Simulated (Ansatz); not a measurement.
# C2H6OSi: reading failed and doubtful runs

3 inputs were typed for C2H6OSi. Each is run as it stands; the log then has to tell whether the result can be used.

The runs use Ansatz 0.2.0, Gaussian basis; the settings change from run to run.

**1. The molecule**

An earlier PBE0-D4 in a triple-zeta def2 set relaxation fixed the geometry.

SMILES `CC(=O)[SiH3]`, 10 atoms, charge 0, spin multiplicity 1.

Atoms are counted from 1 here; the program's logs count them from 0.

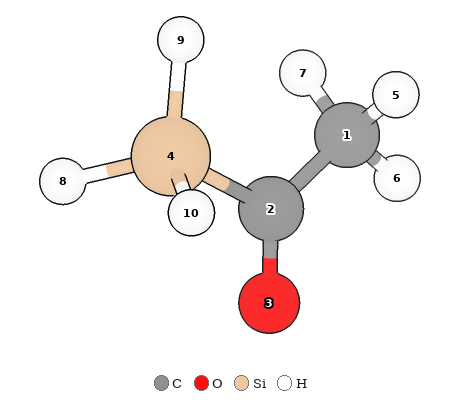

The structure; carbon grey, oxygen red, silicon light orange, hydrogen white; atoms are numbered from 1 in the order of the file.

**2. Attempt 1**

in.yaml reads:

```yaml
crystal:
  periodic: [true, true, true]
  atoms:
    - {symbol: C, position_ang: [-0.764397, 1.059401, -0.719975]}
    - {symbol: C, position_ang: [-0.100941, -0.284812, -0.645741]}
    - {symbol: O, position_ang: [-0.088999, -1.051417, -1.580226]}
    - {symbol: Si, position_ang: [0.782304, -0.867825, 0.977639]}
    - {symbol: H, position_ang: [-0.031055, 1.843935, -0.506591]}
    - {symbol: H, position_ang: [-1.208541, 1.216343, -1.703486]}
    - {symbol: H, position_ang: [-1.531398, 1.134675, 0.057760]}
    - {symbol: H, position_ang: [0.111501, -2.112088, 1.428492]}
    - {symbol: H, position_ang: [0.714632, 0.156273, 2.055321]}
    - {symbol: H, position_ang: [2.199993, -1.145684, 0.639907]}
basis:
  gaussian: {orbitals: cc-pVDZ}
hamiltonian: {xc: {name: PBE0-DH}}
output: {forces: true}
```

Launch:

```
ansatz run in.yaml --threads 2 --pin off --events-out ev --progress --plain --max-ram 4352MiB
```

The log of the run:

```text
Error: YAML parse error: error: line 2 column 3: crystal: missing field `lattice` (a structure is typed as `lattice` and `atoms`, a molecule's as `atoms` in Å alone, or read from a run's directory, `checkpoint`)
 --> <input>:2:3
  |
1 | crystal:
2 |   periodic: [true, true, true]
  |   ^ crystal: missing field `lattice` (a structure is typed as `lattice` and `atoms`, a molecule's as `atoms` in Å alone, or read from a run's directory, `checkpoint`)
3 |   atoms:
4 |     - {symbol: C, position_ang: [-0.764397, 1.059401, -0.719975]}
  |
```

Run time: 0.05 s. Hardware: 2 threads of Intel Xeon 6975P-C, shared host.

What is wrong: Refused before any calculation. The molecule is marked periodic without a cell. Fix: set periodic to false, or give a lattice.

**3. Attempt 2**

in.yaml reads:

```yaml
crystal:
  periodic: [false, false, false]
  atoms:
    - {symbol: C, position_ang: [-0.764397, 1.059401, -0.719975]}
    - {symbol: C, position_ang: [-0.100941, -0.284812, -0.645741]}
    - {symbol: O, position_ang: [-0.088999, -1.051417, -1.580226]}
    - {symbol: Si, position_ang: [0.782304, -0.867825, 0.977639]}
    - {symbol: H, position_ang: [-0.031055, 1.843935, -0.506591]}
    - {symbol: H, position_ang: [-1.208541, 1.216343, -1.703486]}
    - {symbol: H, position_ang: [-1.531398, 1.134675, 0.057760]}
    - {symbol: H, position_ang: [0.111501, -2.112088, 1.428492]}
    - {symbol: H, position_ang: [0.714632, 0.156273, 2.055321]}
    - {symbol: H, position_ang: [2.199993, -1.145684, 0.639907]}
basis:
  gaussian: {orbitals: def2-TZVPP}
hamiltonian: {xc: {name: HF}, dispersion: d2}
output: {forces: true}
```

Same command.

The log of the run:

```text
Error: YAML parse error: error: line 16 column 43: hamiltonian.dispersion: `d2` is not `none`, `rvv10`, `d3bj`, `d3bjatm`, `d4` or a map `{method: …, s8: …, a1: …, a2_bohr: …}` (numbers without units, a2 in bohr) or `{method: …, functional: …}`
  --> <input>:16:43
   |
14 | basis:
15 |   gaussian: {orbitals: def2-TZVPP}
16 | hamiltonian: {xc: {name: HF}, dispersion: d2}
   |                                           ^ hamiltonian.dispersion: `d2` is not `none`, `rvv10`, `d3bj`, `d3bjatm`, `d4` or a map `{method: …, s8: …, a1: …, a2_bohr: …}` (numbers without units, a2 in bohr) or `{method: …, functional: …}`
17 | output: {forces: true}
   |
```

Wall time 0.05 s (2 threads of Intel Xeon 6975P-C, shared host).

What is wrong: Refused before any calculation. d2 isn't among the dispersion terms that the program offers. Cure: name d3bj, d3bjatm, d4 or rvv10, or leave the key out.

**4. Attempt 3**

in.yaml reads:

```yaml
crystal:
  periodic: [false, false, false]
  atoms:
    - {symbol: C, position_ang: [-0.764397, 1.059401, -0.719975]}
    - {symbol: C, position_ang: [-0.100941, -0.284812, -0.645741]}
    - {symbol: O, position_ang: [-0.088999, -1.051417, -1.580226]}
    - {symbol: Si, position_ang: [0.782304, -0.867825, 0.977639]}
    - {symbol: H, position_ang: [-0.031055, 1.843935, -0.506591]}
    - {symbol: H, position_ang: [-1.208541, 1.216343, -1.703486]}
    - {symbol: H, position_ang: [-1.531398, 1.134675, 0.057760]}
    - {symbol: H, position_ang: [0.111501, -2.112088, 1.428492]}
    - {symbol: H, position_ang: [0.714632, 0.156273, 2.055321]}
    - {symbol: H, position_ang: [2.199993, -1.145684, 0.639907]}
basis:
  gaussian: {orbitals: def2-SVPD, final_grid: {core_spheres: 1, valence_spheres: 1, degree: 3}}
hamiltonian: {xc: {name: PBE}}
```

The command is unchanged.

The log of the run (excerpt; [...] marks lines left out):

```text
Functional definition: PBE
  name "PBE"
  cite "Perdew, Burke & Ernzerhof, Phys. Rev. Lett. 77, 3865 (1996) doi:10.1103/PhysRevLett.77.3865"
  parent pbe
[...]
1135 factors; their error is unknown
[...]
a density is far from that of the atoms, so the factors are made again for it
1589 factors; integrals over basis functions are off by at most 6.2e-4 eV
[...]
mean field -12142.59782418 eV, -446.2322394901 hartree, gradient 2.9e-6 eV, S^2 0.000000; 0 other end points of the search recorded, 0 dependent functions left out
reference -12142.59785895 eV, -446.2322407678 hartree; 20, 20 occupied and 115, 115 virtual orbitals, 1589 factors
Total energy: -12142.59785895 eV, -446.2322407678 hartree
```

Run time: 13 s. Hardware: 2 threads of Intel Xeon 6975P-C, shared host; peak memory 0.31 GiB.

What is wrong: The run converged, but a converged run isn't a right one. The integration grid is far too coarse. Its energy carries the error of the grid. To mend it, drop final_grid and take the default grid.

**5. Summary**

| attempt | level | ended | cause | time |
| --- | --- | --- | --- | --- |
| 1 | PBE0-DH/cc-pVDZ | refused | the molecule is marked periodic without a cell | 0.05 s |
| 2 | HF/def2-TZVPP | refused | d2 isn't among the dispersion terms that the program offers | 0.05 s |
| 3 | PBE/def2-SVPD | converged | the integration grid is far too coarse | 13 s |

In words: 2 refused, 1 converged. A refusal costs next to no computing time. The dangerous case is the input that converges on a wrong geometry, charge, spin, basis or grid: often only a look at the input shows it.
